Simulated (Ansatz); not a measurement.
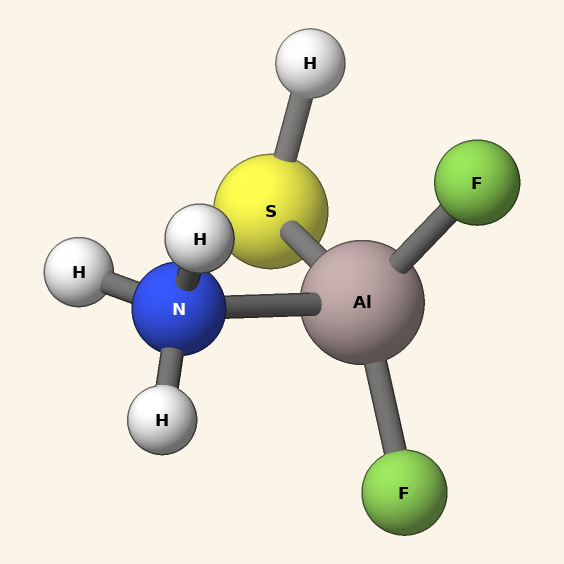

Every bond is drawn as one stick, whatever its order.

The geometry was computed by an optimisation with PBE0-D4/def2-TZVP.

Count the atoms of each element.

Answer. AlF₂H₄NS, 9 atoms: 1 aluminium, 2 fluorine, 4 hydrogen, 1 nitrogen and 1 sulfur.

Give the symmetry (Schoenflies symbol).

Answer. C1.

Count the bonded pairs by element.

Answer. 3 N–H, 2 Al–F, 1 Al–N, 1 S–H, 1 Al–S. Sticks follow a distance rule.

More results for the same structure follow; atom numbers are the same in all pictures, views and colours differ.

### Shape

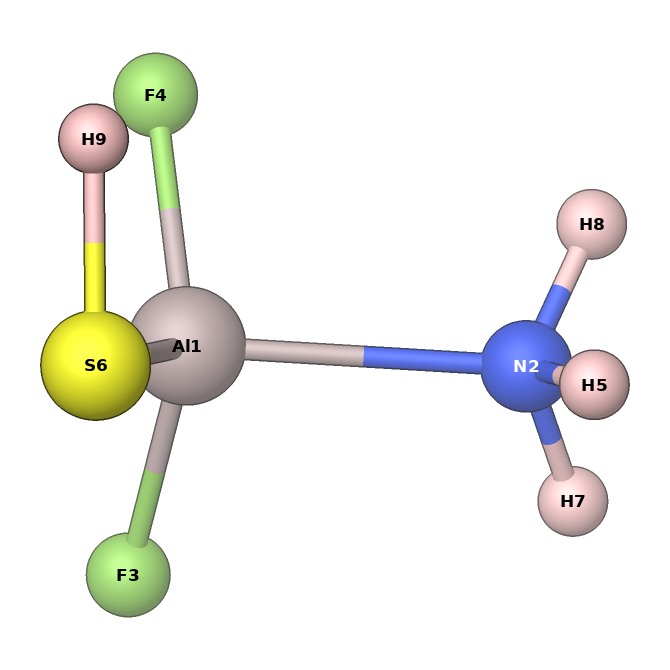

Al1 lies behind S6. The molecule seen a little off the S6–Al1 bond, S6 in front. Depth is shown by fading: the farther an atom, the more it takes the colour of the background.

What is the torsion angle H9–S6–Al1–F3? The sign is positive where the front bond must turn clockwise to cover the back bond.

Answer. −159°, antiperiplanar (anti).

### Dipole moment

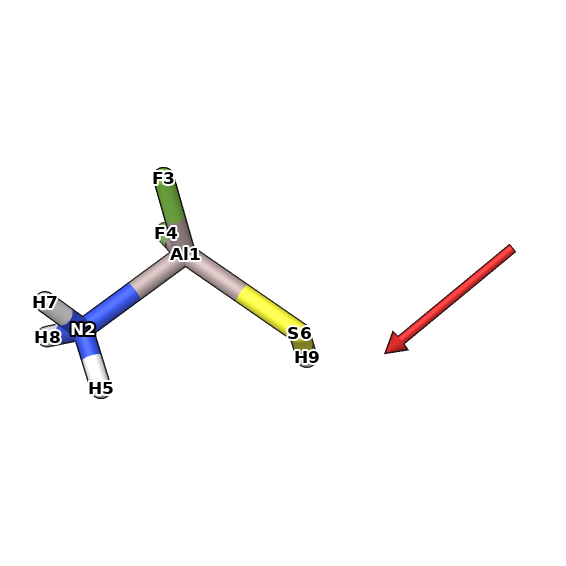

The arrow beside the molecule shows the direction of the dipole moment, from the negative to the positive end (its length means nothing). Method: RKS PBE0-D4/def2-TZVP (Ansatz 0.2.0).

Estimate the dipole moment.

Answer. 6.12 D; it points from the side of F3, S6, H9 to the side of H5, H8 (the outermost atoms at the two ends).

### Vibrations

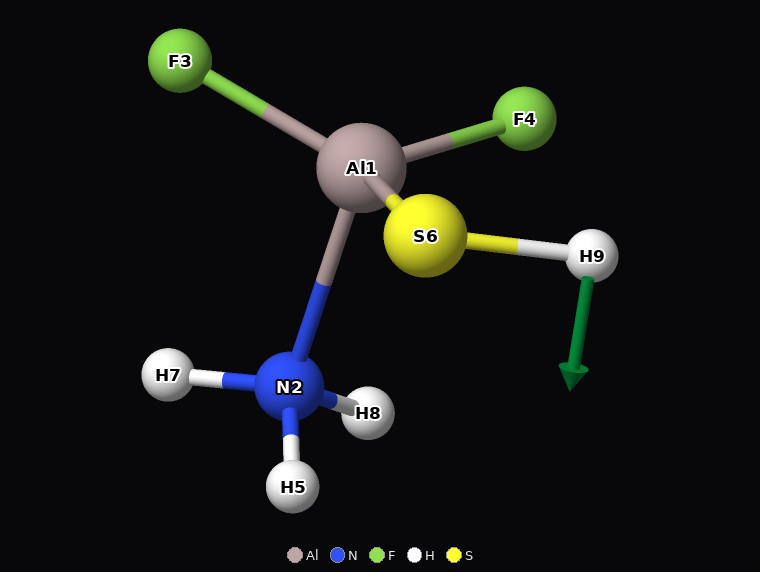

The arrows show one normal mode. Harmonic vibrations computed with RKS PBE0-D4/def2-TZVP (Ansatz 0.2.0) at a stationary point of the same level.

Describe the motion.

Answer. A torsion or out-of-plane motion in which bond lengths and bond angles hardly change.

At what wavenumber does it lie?

Answer. 210 cm⁻¹; it is mode 5 of 21 counted from the lowest.

### Charges

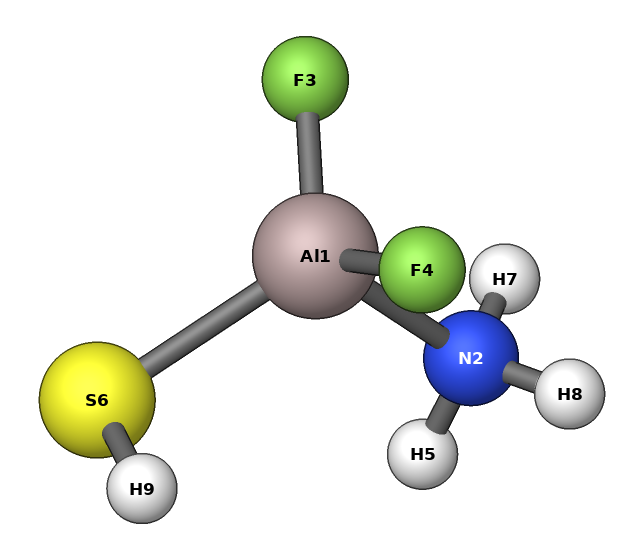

The questions are on Mulliken charges. Properties computed with RKS PBE0-D4/def2-TZVP (Ansatz 0.2.0).

List the Mulliken charges.

```json
{"atom": "Al1", "value (e)": "0.63"}
{"atom": "N2", "value (e)": "−0.54"}
{"atom": "F3", "value (e)": "−0.37"}
{"atom": "F4", "value (e)": "−0.37"}
{"atom": "H5", "value (e)": "0.30"}
{"atom": "S6", "value (e)": "−0.41"}
{"atom": "H7", "value (e)": "0.30"}
{"atom": "H8", "value (e)": "0.30"}
{"atom": "H9", "value (e)": "0.17"}
```

Mulliken values depend strongly on the basis set and can even reverse the polarity of a bond.
